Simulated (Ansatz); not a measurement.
# ClFH3NSi (SMILES N[SiH](F)Cl): what the fields show

```yaml
atoms:
  - { symbol: N, position_ang: [-0.8221, -0.6801, -0.1260] }
  - { symbol: Si, position_ang: [0.5049, 0.3752, 0.0789] }
  - { symbol: F, position_ang: [0.8933, 0.2117, 1.6291] }
  - { symbol: Cl, position_ang: [-0.1289, 2.2360, -0.2737] }
  - { symbol: H, position_ang: [-1.3977, -0.6452, -0.9500] }
  - { symbol: H, position_ang: [-0.7960, -1.6071, 0.2636] }
  - { symbol: H, position_ang: [1.7464, 0.1094, -0.6219] }
```

Not at a stationary point (largest force 1.4 eV/Å).

Method: SCF PBE0, Gaussian basis in Ansatz 0.2.0.

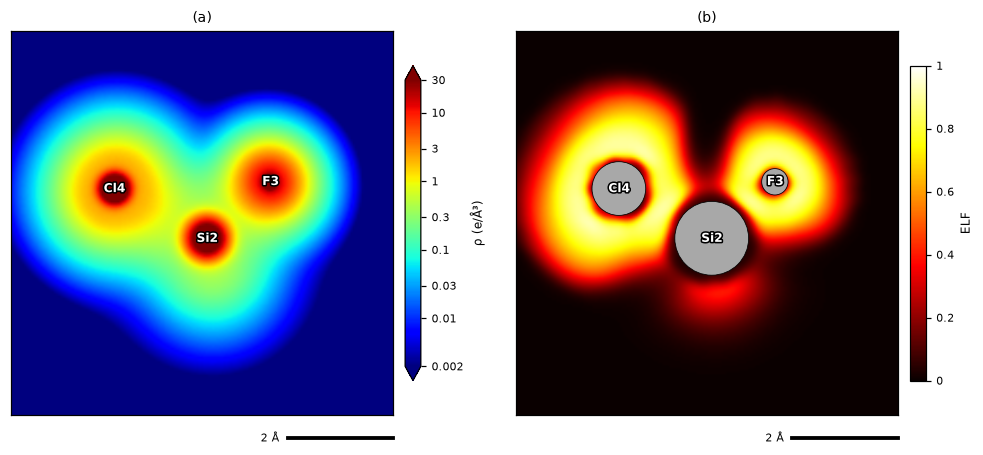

Figure 1. (a) electron density; (b) ELF on the plane of atoms F3, Si2 and Cl4. Grey discs cover the atomic cores in the ELF map.

> Describe what can be read from this map.

- Atoms in the plane: Si, F and Cl.
- Si–F (1.61 Å): the density is about 1 e/Å³ at the midpoint; the ELF peaks at about 0.90 in the valence shell of F, 0.6 Å from its nucleus, and is about 0.35 at the midpoint.
- Si–Cl (2.00 Å): the density is about 0.97 e/Å³ at the midpoint; the ELF peaks at about 0.90 between the atoms; a polar covalent bond.
- The ELF also peaks beside Cl4 and F3, away from the bonds: lone-pair regions.

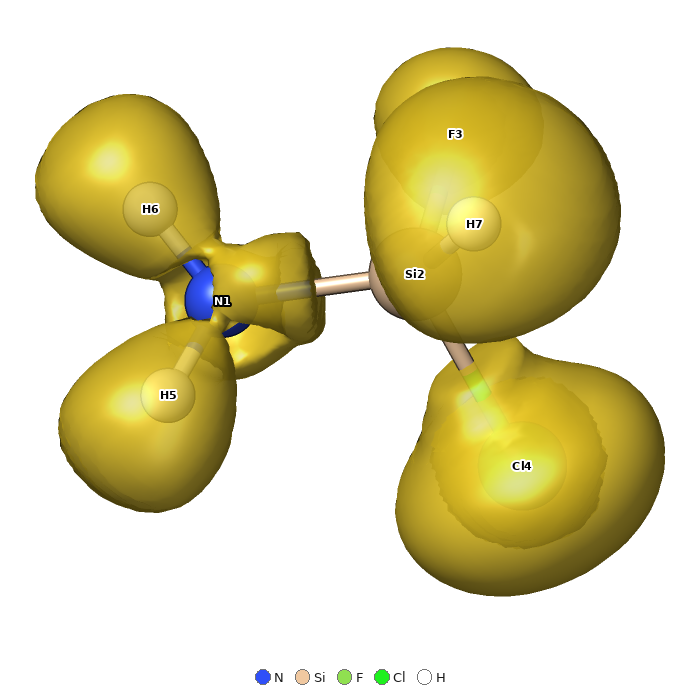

Figure 2. Isosurface of the electron localisation function at 0.8 (yellow), seen across its widest extent. Core shells and regions of very low density are left out.

> What do the ELF domains correspond to?

The ELF exceeds this value in one region around a hydrogen nucleus, one region on Cl in which the atom's valence shell and bonds are merged, one region wrapped around F (its lone pairs, merged into a ring or cap) and one joined region spread over several atoms (H, N), in which their bonds and any lone pairs are merged. Along the contacts the grid gives the following. Si–N (1.71 Å): the ELF peaks at about 0.90 between the atoms: a polar covalent bond.

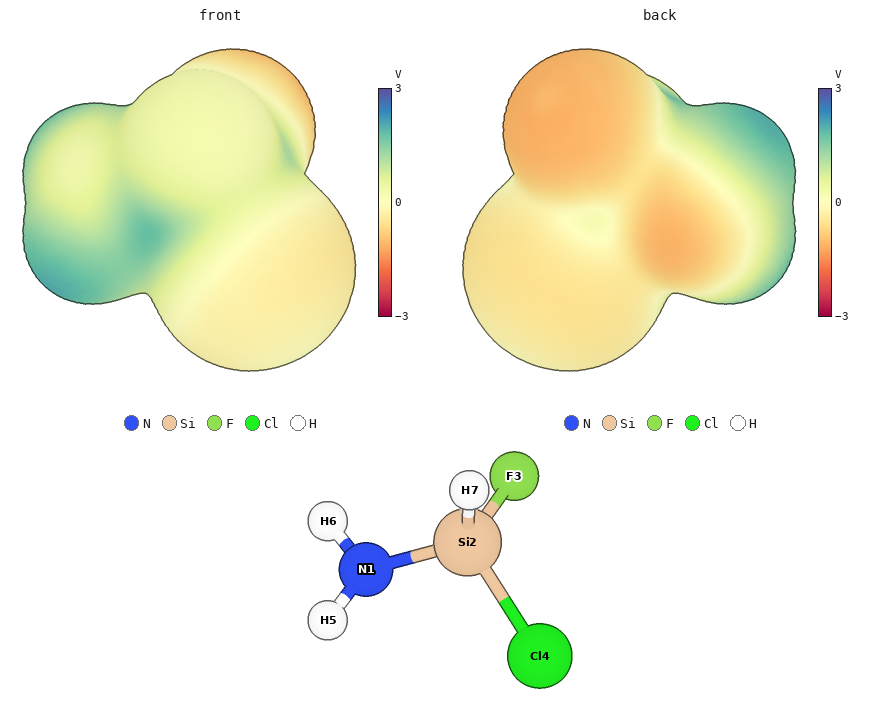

Figure 3. The electrostatic potential painted on the density surface at 0.002 e/bohr³, seen from the front and from behind; the colour scale runs from red (negative) to blue (positive). The bare structure is drawn below in the same view.

> Describe the electrostatic potential map.

The most negative region (about −1.2 V) lies over N1 and F3, the most positive (about +2.0 V) over H5 and H6.

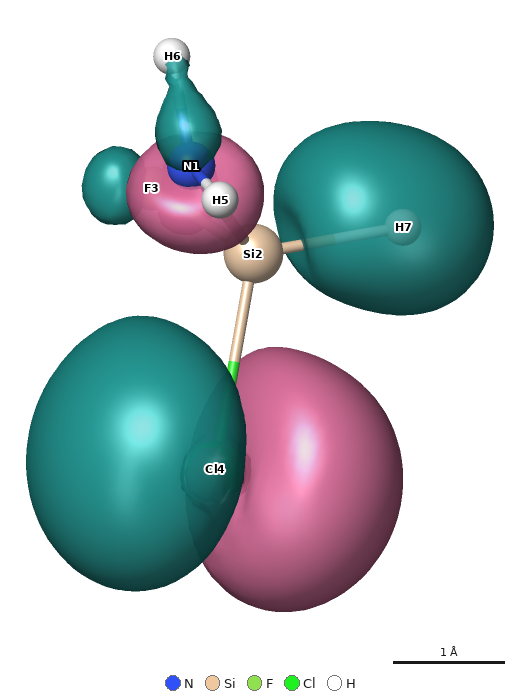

Figure 4. The HOMO−1 at ±0.1 Å⁻³ᐟ² (teal and pink are the two phases), seen at an oblique angle.

> What is the character of this orbital?

By Hirshfeld shares it lies mainly on Cl4 (about 75 %), Si2 (about 10 %) and H7 (about 10 %); largely a lone pair of Cl4. Its energy is −9.27 eV.
